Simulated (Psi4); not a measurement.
# GaH3Cl− ([GaClH3]-) at MN15-D3(BJ)/pcseg-3 (density fitting)

What is the vertical ionisation energy of GaH3Cl− ([GaClH3]-) at MN15-D3(BJ)/pcseg-3 (density fitting)? 

Program for the calculation: Psi4 1.11.

2 further runs of the same task are left out: 1 that didn't finish, 1 set aside as unsound or not needed.

## 1. The molecule

GaH3Cl−: 5 atoms, total charge -1, spin state singlet. SMILES: `[H][Ga-]([H])([H])[Cl]`. Geometry: a GFN2-xTB relaxation, a rough one for these elements and not checked as a minimum.

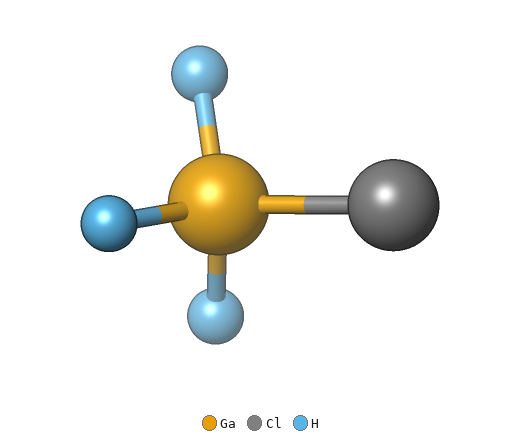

The structure, seen from a chosen angle (gallium amber, chlorine grey, hydrogen blue).

## 2. A single-point energy at MN15-D3(BJ)/pcseg-3 (density fitting)

job.dat

```
memory 1600 mb

molecule geom {
  -1 1
  Ga
  Cl 1 r2
  H 1 r3 2 a3
  H 1 r4 3 a4 2 d4
  H 1 r5 3 a5 4 d5

  r2 = 2.090704
  r3 = 1.572335
  a3 = 109.80655
  r4 = 1.573493
  a4 = 109.467
  d4 = 119.7369
  r5 = 1.572216
  a5 = 109.72881
  d5 = 120.07457
  no_reorient
  no_com
}

set basis pcseg-3
set scf_type df

e, wfn = energy('mn15-d3bj2b', return_wfn=True)
print_variables()
```

Started as:

```
psi4 job.dat job.out -n 1
```

job.out:

```text
[...]
  Running in c1 symmetry.
[...]
  Nuclear repulsion =  174.280740640001284
[...]
  Multiplicity = 1
[...]
  Nalpha       = 26
  Nbeta        = 26
[...]
    Number of basis functions: 231
[...]
   @DF-RKS iter   1: -2384.83381717216980   -8.44117e-01   1.43655e-02 DIIS/ADIIS
[...]
   @DF-RKS iter   9: -2387.32853420294623   -4.99168e-07   9.22130e-07 DIIS
[...]
    Orbital Energies [Eh]
    ---------------------
    Doubly Occupied:
       1A   -369.793462     2A   -100.174685     3A    -44.633625
       4A    -40.084456     5A    -40.083884     6A    -40.083880
       7A     -8.962402     8A     -6.981772     9A     -6.976879
      10A     -6.976869    11A     -5.024615    12A     -3.519084
      13A     -3.515661    14A     -3.515634    15A     -0.698155
      16A     -0.680318    17A     -0.680315    18A     -0.675825
      19A     -0.675807    20A     -0.624108    21A     -0.302867
      22A     -0.186216    23A     -0.186142    24A     -0.183606
      25A     -0.112088    26A     -0.111482
[...]
  @DF-RKS Final Energy: -2387.32853420294623
   => Energetics <=
    Nuclear Repulsion Energy =            174.2807406400012837
    One-Electron Energy =               -3680.4943139929478093
    Two-Electron Energy =                1178.8921508312498645
    DFT Exchange-Correlation Energy =     -60.0070142661002279
    Empirical Dispersion Energy =          -0.0000974151493315
    VV10 Nonlocal Energy =                  0.0000000000000000
    Total Energy =                      -2387.3285342029466847
[...]
 Multipole Moments:
 ------------------------------------------------------------------------------------
     Multipole            Electronic (a.u.)      Nuclear  (a.u.)        Total (a.u.)
 ------------------------------------------------------------------------------------
 L = 1.  Multiply by 2.5417464519 to convert [e a0] to [Debye]
 Dipole X            :          0.0150663           -0.0087960            0.0062702
 Dipole Y            :          0.0241984           -0.0146080            0.0095904
 Dipole Z            :          0.6311979           -0.2748754            0.3563225
 Magnitude           :                                                    0.3565067
[...]
```

Wall time 44 s (1 thread of AMD EPYC 7R43 (Zen 3), shared host); peak memory 1.1 GiB.

## 3. Doublet neutral GaH3Cl at the same level

clgah3.xyz

```xyz
5
ClGaH3
Ga     0.002750    -0.000930    -0.104610
Cl     0.007540    -0.017830     1.986020
H      1.480820     0.011930    -0.640690
H     -0.748550     1.287050    -0.607140
H     -0.742550    -1.280220    -0.633580
```

clgah3.py

```python
import psi4

psi4.set_memory('1600 MB')
psi4.set_num_threads(1)
psi4.core.set_output_file('output.dat', False)

with open('clgah3.xyz') as f:
    atoms = ''.join(f.readlines()[2:])
m = psi4.geometry('0 2\n' + atoms + 'no_reorient\nno_com')

psi4.set_options({
    'basis': 'pcseg-3',
    'reference': 'uks',
    'scf_type': 'df',
})

result = psi4.energy('mn15-d3bj2b', molecule=m)
print(f'total energy {result:.8f} hartree = {result * 27.211386:.5f} eV')
```

Started as:

```
python clgah3.py
```

output.dat:

```text
[...]
  Running in c1 symmetry.
[...]
  Nuclear repulsion =  174.280749122135518
[...]
  Multiplicity = 2
[...]
  Nalpha       = 26
  Nbeta        = 25
[...]
    Number of basis functions: 231
[...]
   @DF-UKS iter   1: -2384.69768021009395   -7.07991e-01   1.43228e-02 ADIIS/DIIS
[...]
   @DF-UKS iter  19: -2387.15841778949380   -8.64511e-08   3.35398e-07 DIIS
[...]
   @S^2 Observed:                7.587743908E-01
[...]
    Orbital Energies [Eh]
    ---------------------
    Alpha Occupied:
       1A   -370.040597     2A   -100.408854     3A    -44.881094
       4A    -40.333004     5A    -40.331077     6A    -40.330513
       7A     -9.194816     8A     -7.214067     9A     -7.212331
      10A     -7.206488    11A     -5.270864    12A     -3.766726
      13A     -3.762988    14A     -3.759534    15A     -0.939722
      16A     -0.930061    17A     -0.924732    18A     -0.922566
      19A     -0.921626    20A     -0.853268    21A     -0.549657
      22A     -0.432782    23A     -0.409215    24A     -0.404360
      25A     -0.369656    26A     -0.337513
    Alpha Virtual:
[...]
  @DF-UKS Final Energy: -2387.15841778949380
   => Energetics <=
    Nuclear Repulsion Energy =            174.2807491221355178
    One-Electron Energy =               -3668.2707590781151339
    Two-Electron Energy =                1166.6644327090127717
    DFT Exchange-Correlation Energy =     -59.8327431273769150
    Empirical Dispersion Energy =          -0.0000974151498233
    VV10 Nonlocal Energy =                  0.0000000000000000
    Total Energy =                      -2387.1584177894933418
[...]
 Multipole Moments:
 ------------------------------------------------------------------------------------
     Multipole            Electronic (a.u.)      Nuclear  (a.u.)        Total (a.u.)
 ------------------------------------------------------------------------------------
 L = 1.  Multiply by 2.5417464519 to convert [e a0] to [Debye]
 Dipole X            :         -0.6078786            0.3838979           -0.2239808
 Dipole Y            :          0.9419218           -0.5918244            0.3500973
 Dipole Z            :        -54.4973976           54.1180146           -0.3793830
 Magnitude           :                                                    0.5627317
[...]
```

On the terminal:

```text
total energy -2387.15841779 hartree = -64957.88915 eV
```

Run time: 2.2 min. Hardware: 1 thread of AMD EPYC 7R43 (Zen 3), shared host; peak memory 1.1 GiB.

## 4. Outcome

Level: MN15-D3(BJ)/pcseg-3 (density fitting).

| quantity | value |
| --- | --- |
| singlet GaH3Cl−: total energy | -2387.32853 Eh |
| singlet GaH3Cl−: HOMO energy | -3.03 eV |
| singlet GaH3Cl−: LUMO energy | 5.20 eV |
| singlet GaH3Cl−: HOMO–LUMO gap (to an unbound level, set by the basis) | 8.23 eV |
| singlet GaH3Cl−: dispersion energy | -0.26 kJ/mol |
| doublet neutral GaH3Cl: total energy | -2387.15842 Eh |
| doublet neutral GaH3Cl: dipole moment | 1.43 D |
| doublet neutral GaH3Cl: HOMO energy (highest over α and β) | -8.72 eV |
| doublet neutral GaH3Cl: LUMO energy (lowest over α and β) | -6.21 eV |
| doublet neutral GaH3Cl: dispersion energy | -0.26 kJ/mol |
| doublet neutral GaH3Cl: ⟨S²⟩ | 0.759 |
| vertical detachment energy (to the doublet neutral) | 4.629 eV |

In words: Removing an electron at fixed nuclei costs 4.63 eV (107 kcal/mol). The negative HOMO energy of the first species, 3.03 eV, lies 1.60 eV below that difference.
